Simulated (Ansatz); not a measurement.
## Run report: Si₉ (charge +1), geometry relaxation (part 1 of 2)

System: Si₉, charge +1, multiplicity 2.
Method: UKS PBE-D4/def2-SVP (Ansatz 0.2.0).

The geometry: GFN2-xTB start. Figures and captions count atoms from 1; the log counts them from 0 in places.

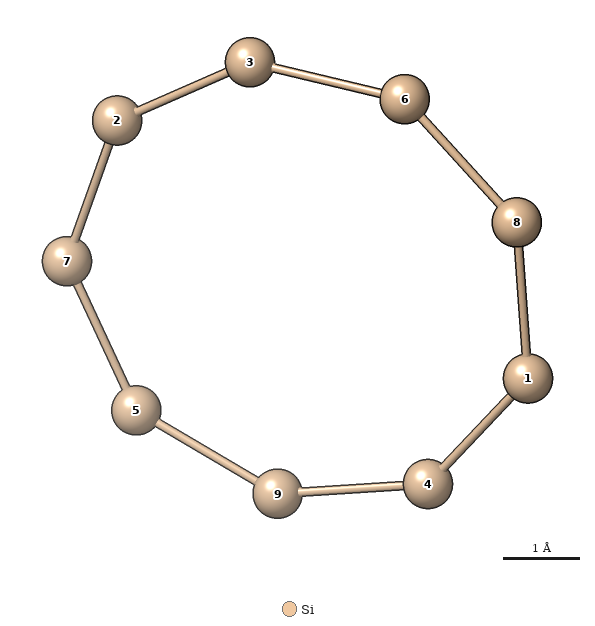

**Figure 1.** The starting structure (ball-and-stick view, seen at an oblique angle; atoms are numbered from 1 in the order of the input). Bond lengths as drawn: Si–Si 2.22 to 2.23 Å.

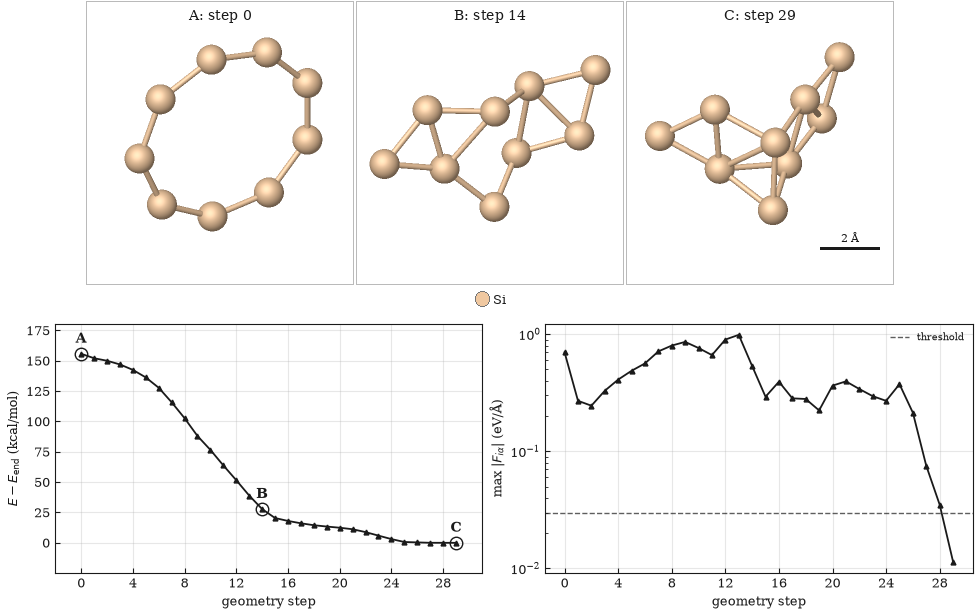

**Figure 2.** Frames of the relaxation (ball-and-stick view, seen at a tilt) above the curves, on which the letters mark them (the first geometry is step 0 here and step 1 in the log).

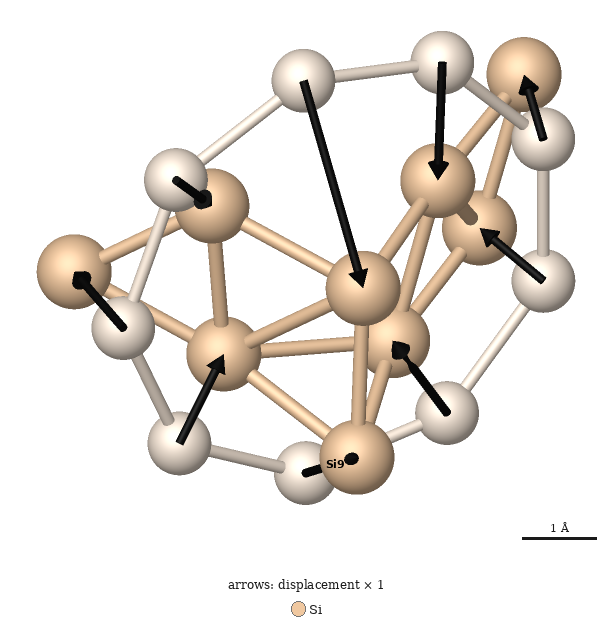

**Figure 3.** Start (faint) and end (solid) with the displacements as black arrows, at true length (ball-and-stick view, seen at a tilt). The two geometries are laid on each other by the best rigid fit. Over 29 geometry steps the energy falls by 155.8 kcal/mol. The largest force component goes from 0.7 to 0.011 eV/Å. Si3 moves most after the best rigid fit: 2.93 Å. Among the contacts that change: Si3–Si9 6.121 → 2.466 Å, Si4–Si6 5.439 → 2.470 Å, Si3–Si5 5.462 → 2.706 Å, Si4–Si5 4.220 → 2.450 Å. New bonds form: Si1–Si6 (4.13 → 2.43 Å), Si2–Si5 (4.10 → 2.42 Å), Si3–Si9 (6.12 → 2.47 Å), Si4–Si5 (4.22 → 2.45 Å). Among the angles that change: Si4–Si9–Si5 144.2° → 61.8°, Si1–Si8–Si6 136.4° → 63.1°, Si2–Si7–Si5 134.7° → 62.5°. (Atoms are counted from 1 in the order of the input.)

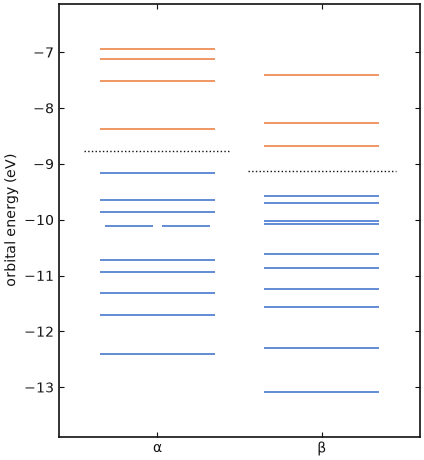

**Figure 4.** Orbital energies near the frontier for α and β spins; the dotted line parts filled from empty levels, and levels within 0.02 eV of each other stand side by side. α: highest filled −9.16 eV, lowest empty −8.37 eV, 0.79 eV apart; β: highest filled −9.58 eV, lowest empty −8.68 eV, 0.90 eV apart.

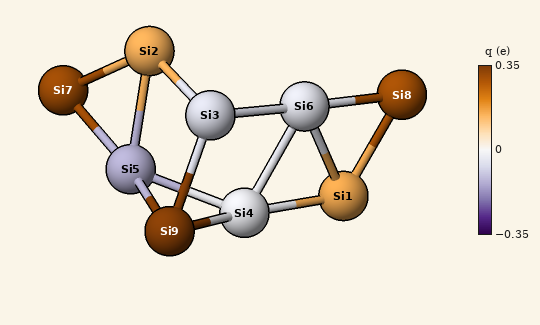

**Figure 5.** Mulliken charges, as the colour of each atom (ball-and-stick view, seen at a tilt; atoms are numbered from 1 in the order of the input; Mulliken charges depend strongly on the basis). By element: Si −0.12 to +0.33 e.

The input and output of the run follow.

**Input file**
```yaml
crystal:
  periodic: [false, false, false]
  atoms:
    - {symbol: Si, position_ang: [-0.462530, 3.054720, -1.321460]}
    - {symbol: Si, position_ang: [1.099930, -2.384000, 1.970010]}
    - {symbol: Si, position_ang: [1.917970, -0.372260, 2.426490]}
    - {symbol: Si, position_ang: [-1.596250, 1.444900, -2.349490]}
    - {symbol: Si, position_ang: [-1.510680, -2.611760, -1.188200]}
    - {symbol: Si, position_ang: [1.840060, 1.768750, 1.853390]}
    - {symbol: Si, position_ang: [-0.271100, -3.343540, 0.505240]}
    - {symbol: Si, position_ang: [0.984870, 3.176450, 0.364180]}
    - {symbol: Si, position_ang: [-2.002270, -0.733250, -2.260150]}
basis:
  gaussian: {orbitals: def2-SVP}
total_charge: 1
magnetization: {spin_polarized: true, initial_magnetization: 1}
hamiltonian: {xc: pbe, dispersion: d4}
scf: {lower_state_search: "off"}
output: {orbitals: {seedname: orbitals}}
relax: {f_tol: 0.03, max_steps: 70}
```

Launch command:
```bash
ansatz run in.yaml --threads 4 --pin off --events-out ev --progress --plain --max-ram 6963MiB
```

**The program's output**
```
Functional definition: PBE
  name "PBE"
  cite "Perdew, Burke & Ernzerhof, Phys. Rev. Lett. 77, 3865 (1996) doi:10.1103/PhysRevLett.77.3865"
  parent pbe
  parameter kappa = 0.804
  parameter beta = 0.06672455060314922
  exchange = pbe_x(kappa = kappa, mu = beta*pi^2/3)
  correlation = pbe_c(beta = beta)
these checks for a lower state are left out or cut short: stability, starts, cluster_reference, orbital_swaps, neighbouring_geometries, increment
1764 factors; their error is unknown
mean field evaluation 1: about -70821.7469 eV, gradient 1.7e1 eV
mean field evaluation 2: about -70819.0914 eV, gradient 2.5e1 eV
mean field evaluation 4: about -70823.3213 eV, gradient 1.1e1 eV
mean field evaluation 8: about -70824.5139 eV, gradient 1.8e0 eV
mean field evaluation 16: about -70824.5553 eV, gradient 1.4e-1 eV
mean field -70824.30630409 eV, -2602.7452502362 hartree, gradient 6.5e-6 eV, S^2 0.761620; 0 other end points of the search recorded, 0 dependent functions left out
the calculation of the forces begins
reference -70824.30634589 eV, -2602.7452517722 hartree; 63, 62 occupied and 99, 100 virtual orbitals, 1764 factors
relax step   1: F+E_penalty+E_count = -70825.01969453 eV  Δ(F+E_penalty+E_count) = +0.000e0 eV  max|allowed force component| = 6.989e-1 eV/Å  Δτ_max = 0.0000 Å  (93 SCF iters, accepted)
these checks for a lower state are left out or cut short: stability, starts, cluster_reference, orbital_swaps, neighbouring_geometries, increment
1764 factors; their error is unknown
mean field evaluation 32: about -70824.7383 eV, gradient 8.1e-2 eV
mean field -70824.48580304 eV, -2602.7518467010 hartree, gradient 2.8e-6 eV, S^2 0.762692; 0 other end points of the search recorded, 0 dependent functions left out
[... from here on the field's lines of each further geometry are left out, up to the last ...]
relax step   2: F+E_penalty+E_count = -70825.18004783 eV  Δ(F+E_penalty+E_count) = -1.604e-1 eV  max|allowed force component| = 2.698e-1 eV/Å  Δτ_max = 0.1138 Å  (54 SCF iters, accepted)
relax step   3: F+E_penalty+E_count = -70825.26958675 eV  Δ(F+E_penalty+E_count) = -8.954e-2 eV  max|allowed force component| = 2.451e-1 eV/Å  Δτ_max = 0.2000 Å  (55 SCF iters, accepted)
relax step   4: F+E_penalty+E_count = -70825.40199028 eV  Δ(F+E_penalty+E_count) = -1.324e-1 eV  max|allowed force component| = 3.287e-1 eV/Å  Δτ_max = 0.1928 Å  (56 SCF iters, accepted)
relax step   5: F+E_penalty+E_count = -70825.59547447 eV  Δ(F+E_penalty+E_count) = -1.935e-1 eV  max|allowed force component| = 4.095e-1 eV/Å  Δτ_max = 0.1948 Å  (55 SCF iters, accepted)
relax step   6: F+E_penalty+E_count = -70825.86570943 eV  Δ(F+E_penalty+E_count) = -2.702e-1 eV  max|allowed force component| = 4.869e-1 eV/Å  Δτ_max = 0.1997 Å  (54 SCF iters, accepted)
relax step   7: F+E_penalty+E_count = -70826.23436777 eV  Δ(F+E_penalty+E_count) = -3.687e-1 eV  max|allowed force component| = 5.627e-1 eV/Å  Δτ_max = 0.1949 Å  (44 SCF iters, accepted)
relax step   8: F+E_penalty+E_count = -70826.75350665 eV  Δ(F+E_penalty+E_count) = -5.191e-1 eV  max|allowed force component| = 7.129e-1 eV/Å  Δτ_max = 0.1950 Å  (48 SCF iters, accepted)
relax step   9: F+E_penalty+E_count = -70827.32146134 eV  Δ(F+E_penalty+E_count) = -5.680e-1 eV  max|allowed force component| = 7.992e-1 eV/Å  Δτ_max = 0.1946 Å  (50 SCF iters, accepted)
relax step  10: F+E_penalty+E_count = -70827.95852815 eV  Δ(F+E_penalty+E_count) = -6.371e-1 eV  max|allowed force component| = 8.592e-1 eV/Å  Δτ_max = 0.1986 Å  (58 SCF iters, accepted)
relax step  11: F+E_penalty+E_count = -70828.45579684 eV  Δ(F+E_penalty+E_count) = -4.973e-1 eV  max|allowed force component| = 7.615e-1 eV/Å  Δτ_max = 0.1952 Å  (45 SCF iters, accepted)
relax step  12: F+E_penalty+E_count = -70829.00958624 eV  Δ(F+E_penalty+E_count) = -5.538e-1 eV  max|allowed force component| = 6.630e-1 eV/Å  Δτ_max = 0.1974 Å  (41 SCF iters, accepted)
relax step  13: F+E_penalty+E_count = -70829.53830831 eV  Δ(F+E_penalty+E_count) = -5.287e-1 eV  max|allowed force component| = 8.995e-1 eV/Å  Δτ_max = 0.1951 Å  (37 SCF iters, accepted)
relax step  14: F+E_penalty+E_count = -70830.08674312 eV  Δ(F+E_penalty+E_count) = -5.484e-1 eV  max|allowed force component| = 9.869e-1 eV/Å  Δτ_max = 0.1951 Å  (35 SCF iters, accepted)
relax step  15: F+E_penalty+E_count = -70830.56874219 eV  Δ(F+E_penalty+E_count) = -4.820e-1 eV  max|allowed force component| = 5.347e-1 eV/Å  Δτ_max = 0.1949 Å  (40 SCF iters, accepted)
relax step  16: F+E_penalty+E_count = -70830.88980994 eV  Δ(F+E_penalty+E_count) = -3.211e-1 eV  max|allowed force component| = 2.923e-1 eV/Å  Δτ_max = 0.1950 Å  (34 SCF iters, accepted)
relax step  17: F+E_penalty+E_count = -70830.99379720 eV  Δ(F+E_penalty+E_count) = -1.040e-1 eV  max|allowed force component| = 3.928e-1 eV/Å  Δτ_max = 0.1948 Å  (35 SCF iters, accepted)
relax step  18: F+E_penalty+E_count = -70831.07760261 eV  Δ(F+E_penalty+E_count) = -8.381e-2 eV  max|allowed force component| = 2.832e-1 eV/Å  Δτ_max = 0.1951 Å  (36 SCF iters, accepted)
relax step  19: F+E_penalty+E_count = -70831.14632872 eV  Δ(F+E_penalty+E_count) = -6.873e-2 eV  max|allowed force component| = 2.796e-1 eV/Å  Δτ_max = 0.1973 Å  (35 SCF iters, accepted)
relax step  20: F+E_penalty+E_count = -70831.19392494 eV  Δ(F+E_penalty+E_count) = -4.760e-2 eV  max|allowed force component| = 2.234e-1 eV/Å  Δτ_max = 0.1970 Å  (35 SCF iters, accepted)
relax step  21: F+E_penalty+E_count = -70831.23614906 eV  Δ(F+E_penalty+E_count) = -4.222e-2 eV  max|allowed force component| = 3.635e-1 eV/Å  Δτ_max = 0.1953 Å  (34 SCF iters, accepted)
relax step  22: F+E_penalty+E_count = -70831.28989033 eV  Δ(F+E_penalty+E_count) = -5.374e-2 eV  max|allowed force component| = 3.954e-1 eV/Å  Δτ_max = 0.1990 Å  (32 SCF iters, accepted)
relax step  23: F+E_penalty+E_count = -70831.39246314 eV  Δ(F+E_penalty+E_count) = -1.026e-1 eV  max|allowed force component| = 3.403e-1 eV/Å  Δτ_max = 0.1947 Å  (32 SCF iters, accepted)
relax step  24: F+E_penalty+E_count = -70831.51864308 eV  Δ(F+E_penalty+E_count) = -1.262e-1 eV  max|allowed force component| = 2.957e-1 eV/Å  Δτ_max = 0.1950 Å  (32 SCF iters, accepted)
relax step  25: F+E_penalty+E_count = -70831.64155496 eV  Δ(F+E_penalty+E_count) = -1.229e-1 eV  max|allowed force component| = 2.697e-1 eV/Å  Δτ_max = 0.1951 Å  (33 SCF iters, accepted)
relax step  26: F+E_penalty+E_count = -70831.74588802 eV  Δ(F+E_penalty+E_count) = -1.043e-1 eV  max|allowed force component| = 3.742e-1 eV/Å  Δτ_max = 0.1950 Å  (32 SCF iters, accepted)
relax step  27: F+E_penalty+E_count = -70831.76048899 eV  Δ(F+E_penalty+E_count) = -1.460e-2 eV  max|allowed force component| = 2.134e-1 eV/Å  Δτ_max = 0.1351 Å  (34 SCF iters, accepted)
relax step  28: F+E_penalty+E_count = -70831.77412838 eV  Δ(F+E_penalty+E_count) = -1.364e-2 eV  max|allowed force component| = 7.510e-2 eV/Å  Δτ_max = 0.0551 Å  (27 SCF iters, accepted)
the calculation of the forces begins
reference -70830.89969878 eV, -2602.9875530221 hartree; 63, 62 occupied and 99, 100 virtual orbitals, 1764 factors
relax step  29: F+E_penalty+E_count = -70831.77499784 eV  Δ(F+E_penalty+E_count) = -8.695e-4 eV  max|allowed force component| = 3.498e-2 eV/Å  Δτ_max = 0.0388 Å  (27 SCF iters, accepted)
these checks for a lower state are left out or cut short: stability, starts, cluster_reference, orbital_swaps, neighbouring_geometries, increment
1764 factors; their error is unknown
mean field -70830.90059448 eV, -2602.9875859385 hartree, gradient 1.8e-6 eV, S^2 0.758505; 0 other end points of the search recorded, 0 dependent functions left out
the calculation of the forces begins
reference -70830.90063620 eV, -2602.9875874716 hartree; 63, 62 occupied and 99, 100 virtual orbitals, 1764 factors
relax step  30: F+E_penalty+E_count = -70831.77584463 eV  Δ(F+E_penalty+E_count) = -8.468e-4 eV  max|allowed force component| = 1.140e-2 eV/Å  Δτ_max = 0.0141 Å  (28 SCF iters, accepted)
Total energy: -70831.77588635 eV, -2603.0197523211 hartree
Atom 0 at    -0.895125     2.746806    -0.195055 Å, force     0.004079    -0.003123     0.002825 eV/Å
Atom 1 at     0.701247    -1.747770     1.398978 Å, force     0.002763    -0.007667     0.004245 eV/Å
Atom 2 at     1.489752    -0.722677    -0.581243 Å, force    -0.001229    -0.000385     0.004991 eV/Å
Atom 3 at    -0.776788     0.635012    -1.119322 Å, force     0.000571    -0.008543    -0.011401 eV/Å
Atom 4 at    -1.032775    -1.657683    -0.293492 Å, force    -0.002791     0.006892    -0.006245 eV/Å
Atom 5 at     1.028740     1.385075     0.390635 Å, force    -0.003056     0.004690    -0.001339 eV/Å
Atom 6 at    -1.286055    -2.976069     1.608345 Å, force     0.007084     0.009185    -0.001167 eV/Å
Atom 7 at     0.827192     3.487509     1.245169 Å, force    -0.001296     0.000031     0.005345 eV/Å
Atom 8 at    -0.056188    -1.150191    -2.454005 Å, force    -0.006124    -0.001081     0.002747 eV/Å
Dipole moment:    -0.035515     0.032603     0.061131 e Å
Checks for a lower state left out: stability, starts, cluster_reference, orbital_swaps, neighbouring_geometries, increment
```

**Trajectory as extended XYZ (Å, eV, eV/Å), 30 frames, from step=1 to step=30**
```
9
Properties=species:S:1:pos:R:3:forces:R:3 step=1 energy=-70825.01969
Si   -0.4625    3.0547   -1.3215    0.1989   0.6989   0.0827
Si    1.0999   -2.3840    1.9700    0.2001  -0.2483   0.3195
Si    1.9180   -0.3723    2.4265    0.2609   0.2427   0.2340
Si   -1.5962    1.4449   -2.3495   -0.4188  -0.4321  -0.4182
Si   -1.5107   -2.6118   -1.1882   -0.1058  -0.4389  -0.0203
Si    1.8401    1.7688    1.8534    0.2616  -0.2299   0.4285
Si   -0.2711   -3.3435    0.5052   -0.1623  -0.6414  -0.0405
Si    0.9849    3.1764    0.3642   -0.0196   0.6471  -0.2264
Si   -2.0023   -0.7332   -2.2601   -0.2150   0.4020  -0.3593
9
Properties=species:S:1:pos:R:3:forces:R:3 step=2 energy=-70825.18005
Si   -0.4607    3.1406   -1.3444    0.0617   0.2285   0.0178
Si    1.1091   -2.4322    1.9912    0.0707  -0.0039   0.1019
Si    1.9319   -0.3774    2.4439    0.0220   0.1388  -0.0357
Si   -1.6106    1.4628   -2.3703   -0.1268  -0.2698  -0.0866
Si   -1.5201   -2.6589   -1.1877   -0.0139  -0.0590  -0.0018
Si    1.8456    1.7843    1.8594    0.0247  -0.2005   0.1159
Si   -0.2822   -3.4557    0.5214   -0.0645  -0.2463  -0.0217
Si    1.0013    3.2696    0.3610    0.0165   0.2080  -0.0510
Si   -2.0143   -0.7331   -2.2745    0.0096   0.2042  -0.0388
9
Properties=species:S:1:pos:R:3:forces:R:3 step=3 energy=-70825.26959
Si   -0.4476    3.2692   -1.3671   -0.0906   0.0374  -0.1429
Si    1.0774   -2.4911    1.9715    0.0450   0.1146   0.0753
Si    1.8587   -0.3883    2.3422   -0.1173   0.0928  -0.2451
Si   -1.5601    1.4790   -2.3099   -0.0098  -0.1890   0.0666
Si   -1.4806   -2.6894   -1.1306   -0.0171   0.1428  -0.0493
Si    1.7656    1.7773    1.7814   -0.0900  -0.1678  -0.0051
Si   -0.2955   -3.6527    0.5527   -0.0160  -0.1484   0.0006
Si    1.0201    3.4113    0.3424    0.1465   0.0262   0.1576
Si   -1.9380   -0.7152   -2.1826    0.1494   0.0914   0.1422
9
Properties=species:S:1:pos:R:3:forces:R:3 step=4 energy=-70825.40199
Si   -0.4312    3.3722   -1.3920   -0.1220  -0.0629  -0.2046
Si    1.0382   -2.5490    1.9624    0.0116   0.2374   0.0247
Si    1.7620   -0.3998    2.1758   -0.1490   0.0342  -0.3287
Si   -1.5077    1.4954   -2.2339    0.0215  -0.1596   0.1550
Si   -1.4396   -2.7143   -1.0719    0.0448   0.2845  -0.0360
Si    1.6735    1.7802    1.7119   -0.1693  -0.1482  -0.0664
Si   -0.3024   -3.8102    0.5785   -0.0258  -0.1923   0.0207
Si    1.0390    3.5209    0.3319    0.1915  -0.0343   0.2395
Si   -1.8318   -0.6954   -2.0627    0.1966   0.0412   0.1958
9
Properties=species:S:1:pos:R:3:forces:R:3 step=5 energy=-70825.59547
Si   -0.4044    3.4306   -1.4133   -0.0837  -0.0941  -0.2320
Si    0.9806   -2.5685    1.9305   -0.0633   0.2765  -0.0371
Si    1.6802   -0.4104    1.9993   -0.1277  -0.0134  -0.4095
Si   -1.4713    1.5058   -2.1496   -0.0272  -0.1497   0.2010
Si   -1.3688   -2.7039   -1.0019    0.1483   0.3058   0.0425
Si    1.5716    1.7780    1.6509   -0.2227  -0.1064  -0.0497
Si   -0.3144   -3.9543    0.6080   -0.0554  -0.2219   0.0303
Si    1.0588    3.6009    0.3333    0.2075  -0.0290   0.2649
Si   -1.7323   -0.6783   -1.9572    0.2242   0.0322   0.1897
9
Properties=species:S:1:pos:R:3:forces:R:3 step=6 energy=-70825.86571
Si   -0.3674    3.4384   -1.4398    0.0887  -0.0971  -0.1498
Si    0.9093   -2.5494    1.8942   -0.2336   0.2125  -0.1906
Si    1.6305   -0.4166    1.8060   -0.0635  -0.1183  -0.4869
Si   -1.4746    1.5043   -2.0669   -0.1015  -0.0198   0.2595
Si   -1.2776   -2.6561   -0.9330    0.3831   0.0938   0.3172
Si    1.4666    1.7721    1.6280   -0.2873   0.0103  -0.0088
Si   -0.3312   -4.0753    0.6390   -0.1049  -0.0858  -0.0011
Si    1.0860    3.6466    0.3522    0.1158  -0.0071   0.1583
Si   -1.6417   -0.6639   -1.8796    0.2032   0.0116   0.1023
```
